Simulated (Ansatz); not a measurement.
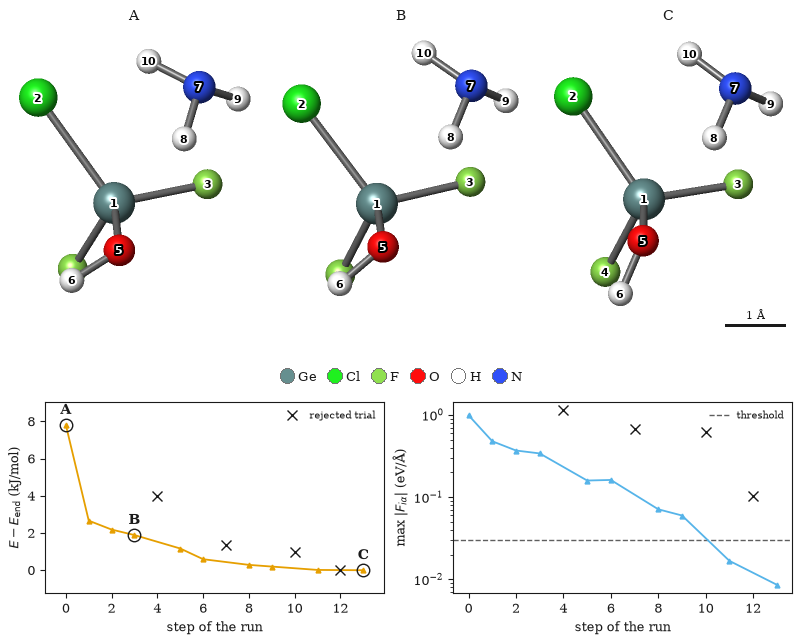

Frames of a relaxation of GeNH4OClF2, marked on the history of the run. A ball-and-stick model, seen from a free direction.

The run prepares an end point of a later path (reaction) calculation, from a guessed geometry.

The calculation used RKS PBE0/def2-SVP (Ansatz 0.2.0). Settings: no spin polarisation; force threshold 0.03 eV/Å; at most 50 steps.

**What happens along the run?**

Over 9 accepted moves (13 points after the start) the energy falls by 7.81 kJ/mol. The largest force component goes from 0.99 to 0.0086 eV/Å. The line search rejected the trial steps at points 4, 7, 10, 12 of the run. The forces were under the threshold at step 11, but the run went on from there. The largest move after the best rigid fit is that of H6, 0.37 Å. By element the largest moves are H 0.37 Å, O 0.25 Å, Cl 0.14 Å, F 0.12 Å, Ge 0.09 Å, N 0.04 Å. Near-neighbour distances that change, for instance: Ge1–Cl2 2.187 → 2.115 Å, N7–H10 1.034 → 1.014 Å, Ge1–F3 1.709 → 1.717 Å, Ge1–F4 1.717 → 1.721 Å. Among the angles between lasting bonds that change: F3–Ge1–O5 110.5° → 113.3°, F4–Ge1–O5 107.6° → 105.0°, Cl2–Ge1–F4 104.6° → 107.1°. Groups turn about Ge1–O5 by about 40°. The run took 41 s on 4 threads of Arm Neoverse V1, on a shared host, peak memory 0.35 GiB. From step 0 to 3: H10 moves most (0.24 Å), energy −5.92 kJ/mol. From step 3 to 13: H6 moves most (0.30 Å), energy −1.89 kJ/mol.

Limits of the set-up: the start holds two separate molecules, 2.3 Å apart at their closest, whose relative position is a soft coordinate and is computed without a dispersion correction.
